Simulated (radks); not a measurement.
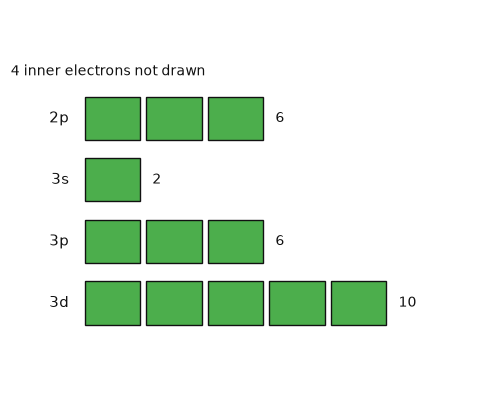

The outer shells as the input fills them: a box for each of the 2l + 1 orbitals, shaded by the share of the shell that is filled, with the electron count at the right.

# Atomic calculation, with input and output: Ga (charge +2.6)

- system: Z = 30.6 with 28 electrons in the configuration [Ar] 3d10.
- method: Dirac Kohn-Sham, PBE, spin-unpolarised, spherical densities, point nucleus (the in-house radial solver radks)

## Input
```
Z 30.6
configuration [Ar] 3d10
relativity Dirac
functional pbe,pbe
spin unpolarised
j_filling energy
nucleus point
c 137.035999084
```

Energies in input and log are in hartree, lengths in bohr.

## Log
```
1s1/2   1   2.0000        -366.42044628
2s1/2   1   2.0000         -45.84500097
2p1/2   1   2.0000         -40.62165402
2p3/2   1   4.0000         -39.66256134
3s1/2   1   2.0000          -6.19320944
3p1/2   1   2.0000          -4.51859382
3p3/2   1   4.0000          -4.39421838
3d3/2   1   4.0000          -1.60198470
3d5/2   1   6.0000          -1.58634637
Etot -1882.3809116042758
Ekin 1918.8201577353575
Encl -4512.898320125931
Eh 785.0327297415148
Exc -73.33547895521717
err 1.1207852069915346e-09
it 15
```

## Orbitals

| orbital | occupation | energy (eV) | ⟨r⟩ (bohr) | outer maximum (bohr) |
| --- | --- | --- | --- | --- |
| 1s | 2 | −9970.8 | 0.04927 | 0.0322 |
| 2s | 2 | −1247.5 | 0.2209 | 0.185 |
| 2p1/2 | 2 | −1105.4 | 0.1913 | 0.147 |
| 2p3/2 | 4 | −1079.3 | 0.1947 | 0.150 |
| 3s | 2 | −168.526 | 0.6635 | 0.574 |
| 3p1/2 | 2 | −122.957 | 0.6853 | 0.572 |
| 3p3/2 | 4 | −119.573 | 0.6960 | 0.580 |
| 3d3/2 | 4 | −43.592 | 0.8177 | 0.545 |
| 3d5/2 | 6 | −43.167 | 0.8234 | 0.548 |

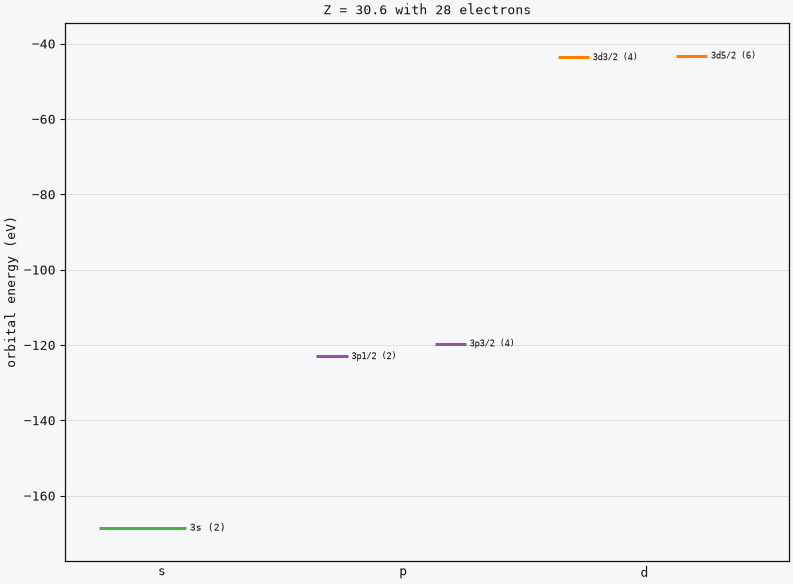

The outer levels are drawn (occupations in brackets, the lower j at the left of each column). The highest occupied level is 3d5/2 at −43.2 eV. The highest 4 occupied levels, from the top down, are 3d5/2 (−43.2 eV), 3d3/2 (−43.6 eV), 3p3/2 (−119.6 eV), 3p1/2 (−123.0 eV). Spin-orbit splittings: 3d 0.426 eV, 3p 3.38 eV.

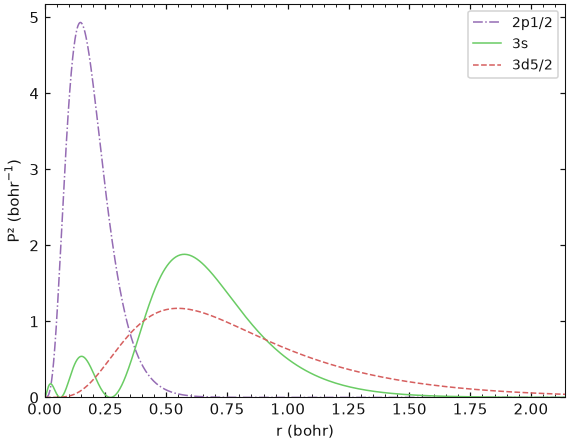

The radial probability densities P² (large components) of 3s, 2p1/2 and 3d5/2. 2p1/2: outer maximum at 0.147 bohr, ⟨r⟩ = 0.191 bohr, 0 nodes, eigenvalue −1105 eV; 3s: outer maximum at 0.574 bohr, ⟨r⟩ = 0.664 bohr, 2 nodes, eigenvalue −168.5 eV; 3d5/2: outer maximum at 0.548 bohr, ⟨r⟩ = 0.823 bohr, 0 nodes, eigenvalue −43.2 eV.

## Results in brief

```tsv
quantity	value
outcome	converged
total energy	−1882.3809 hartree
kinetic energy	1918.8202 hartree
electron–nucleus energy	−4512.8983 hartree
Hartree energy	785.032730 hartree
exchange–correlation energy	−73.335479 hartree
radius at density 0.001 e/bohr³	2.70 bohr
SCF iterations	15
hardware	1 CPU thread, shared host
```
